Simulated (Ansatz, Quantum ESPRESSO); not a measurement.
# 1T-HfO2, 1 layer: the gap on the mesh at a withheld member of a series

Method. Quantum ESPRESSO 7.5, PBE, SG15 norm-conserving. Cell and atoms are relaxed under PBE (GBRV files) and held. Screened hybrids with norm-conserving files, screening 0.106 per bohr, fixed occupations, a 9×9×1 mesh with exchange on 3×3×1 q points. Levels count from the potential in the middle of the vacuum. The series steps the share of short-range exact exchange (0.25 is HSE06, 0 is PBE).

```tsv
share of short-range exact exchange	gap on the mesh (eV)
0	4.858
0.1	5.351
0.15	5.599
0.2	5.847
0.25	6.096
0.3	6.346
```

**Question.** What is the gap on the mesh at 0.4?

**Fit.** The rows at 0.25 and 0.3 give a slope of (6.346 − (6.096))/(0.3 − (0.25)) = 5, so a straight line gives 6.846 eV. A parabola through these and the row at 0.2 gives 6.849 eV.

**The withheld run.** 6.846 eV. The line misses by 0.000 and the parabola by +0.003 eV. Both misses are under 5 % of the step from the nearer row.

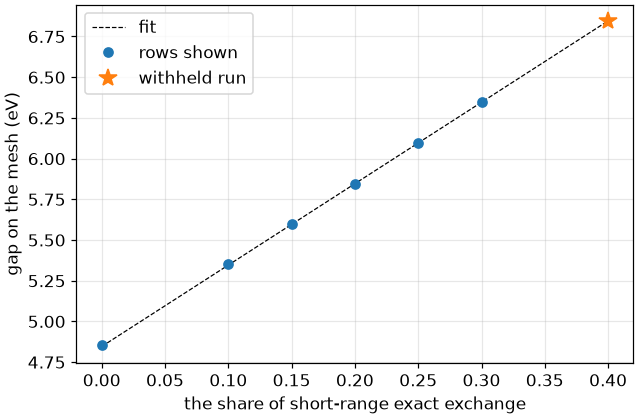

The rows shown, the fit and the withheld run.

**Limits.** Gaps are those of the mesh; no spin-orbit coupling; the q mesh was not tested; the geometry stays that of PBE.

[Logs are printed without paths, hosts, clocks, repeated set-up lines and the standing remarks that a program may print on its own settings, such as how far it seeks lower states.]
